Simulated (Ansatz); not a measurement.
In doubt: one-shot GW on d or f shells is unsure (in some of the runs), so the values of those runs are not to be relied on.

The crystal is NaFeN (P6_3mc).

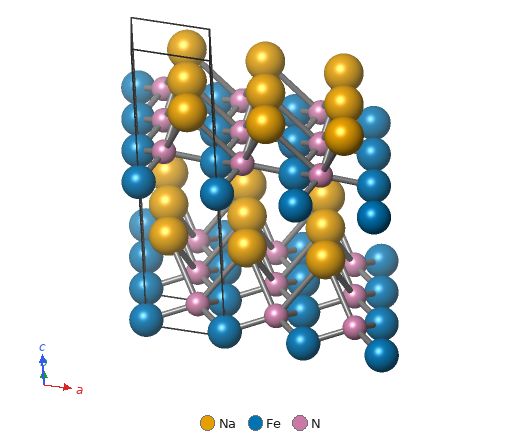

The structure (sodium orange, iron blue, nitrogen pink). Bonds to atoms that aren't drawn are left out. 3×3×1 cells are drawn. Some periodic images of atoms are drawn too.

Symmetry: P6_3mc, No. 186, hexagonal system. The conventional cell has a = 2.979 Å, b = 2.979 Å, c = 9.678 Å, α = 90.00°, β = 90.00°, γ = 120.00°. Na has 4 N at 2.55 to 2.95 Å and 3 Fe at 2.91 Å and 6 Na at 2.98 Å nearest. Fe has 3 N at 1.78 Å nearest. Nearest to N lie 3 Fe at 1.78 Å and 4 Na at 2.55 to 2.95 Å. Farther neighbours and most contacts between anions are not listed.

```xyz
6
Lattice="2.9792 0.0000 0.0000 -1.4896 2.5801 0.0000 0.0000 0.0000 9.6776" Properties=species:S:1:pos:R:3 pbc="T T T"
Na    1.4896    0.8600    7.3616
Na    0.0000    1.7200    2.5229
Fe    0.0000    0.0000    5.0146
Fe    0.0000    0.0000    0.1758
N     0.0000    1.7200    5.4754
N     1.4896    0.8600    0.6366
```

The cell and positions are those that the Materials Project relaxed with its own functionals (PBE, PBE+U or r2SCAN), kept fixed. At the settings of the band run the largest force is still 0.11 eV/Å.

Gaps computed with Ansatz 0.2.0 without a self-energy: PBEsol 0.31 eV, PBE 0.34 eV, HSE06 1.19 eV and PBE0 1.86 eV. The mean ε∞ by PBE perturbation theory is 23.53.

What gap should G0W0 on PBE give (6×6×2 mesh, 589 empty bands, screening to 230 eV, PAW set soft_1 files)?

About 0.62 eV: on its mesh the run moves the gap from 0.34 eV by +0.28 eV. Among the scalar-relativistic levels given, PBE is nearest (−0.28 eV). One-shot corrections scale roughly with one over ε∞, here 0.04. Bands and cutoff are finite, so the gap is not at the basis limit. The miss can reach some tenths of an eV and take either sign; the mesh is an error of its own. The 6×6×2 mesh is coarse for this cell (its supercell is 18 Å along the shortest edge). The RPA ε∞ on it, from the PBE start, is 6.03 and 33.30; such meshes misread the long-range screening, most where the gap is narrow. The runs have no spin polarisation. For a closed low-spin shell that is the natural state; where a d or f shell is open it is a constraint, and the gap is then not the crystal's own. With d states at the gap, one-shot GW leans hard on its start. The program marks a band-edge row as in doubt, so the gap is less sure than its digits.

[Paths, hosts, dates, memory and timing lines, banners, echoed tables and standing remarks are left out of the program output.]

[Logs are printed without paths, hosts, clocks, repeated set-up lines and the standing remarks that a program may print on its own settings, such as how far it seeks lower states.]

[Runs of the session that timed out or met a known fault of the program may be left out.]

[Cells called generated may have been cut or substituted from an entry of the Crystallography Open Database or the Materials Project.]

[Hosts, paths, dates, database ids (printed as entryN), source tags and the programs' standing remarks are cut or masked in the printed files.]
